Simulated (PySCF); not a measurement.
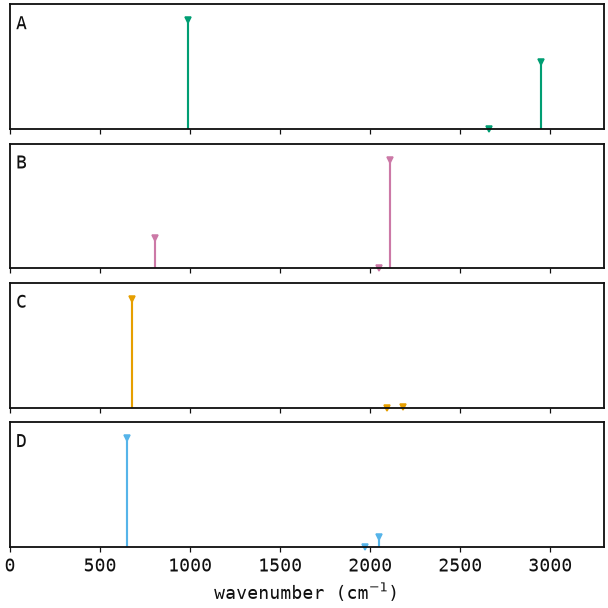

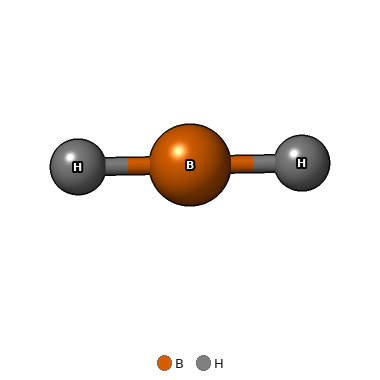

Harmonic infrared lines of BH₂⁺, GaH₂⁺, InH₂⁺ and TlH₂⁺, all D∞h singlets, each the lowest point that its search found (BH₂⁺ is drawn); the central atom changes down one group of the periodic table. PBE0/def2-TZVP (core potentials past Kr), PySCF, unscaled, no spin-orbit coupling; each panel is scaled to its strongest line, degenerate modes are one line with their intensities summed, and dots on the axis are modes too weak to show or inactive.

Question: Which panel belongs to which molecule?

Answer: A: BH₂⁺ (strongest line 990.6 cm⁻¹); B: TlH₂⁺ (strongest line 2108.5 cm⁻¹); C: GaH₂⁺ (strongest line 678.5 cm⁻¹); D: InH₂⁺ (strongest line 651.6 cm⁻¹).

Question: How do the bond length and the stretches change along the series?

Answer: Mean bond length: BH₂⁺ 1.179, GaH₂⁺ 1.528, InH₂⁺ 1.666, TlH₂⁺ 1.660 Å, not monotonic down the group. Highest σu+ mode: BH₂⁺ 2946, GaH₂⁺ 2183, InH₂⁺ 2051, TlH₂⁺ 2108 cm⁻¹, not monotonic down the group.

Question: Give the modes by symmetry (cm⁻¹).

Answer:
```
symmetry    BH₂⁺   GaH₂⁺   InH₂⁺   TlH₂⁺
      πu   990.6   678.5   651.6   804.3
     σg+  2657.6  2095.4  1968.1  2046.7
     σu+  2945.6  2183.3  2050.8  2108.5
```

Caveats, for all or some of the runs: no scalar relativity; spin-orbit coupling is left out, and with Tl it can shift these values.
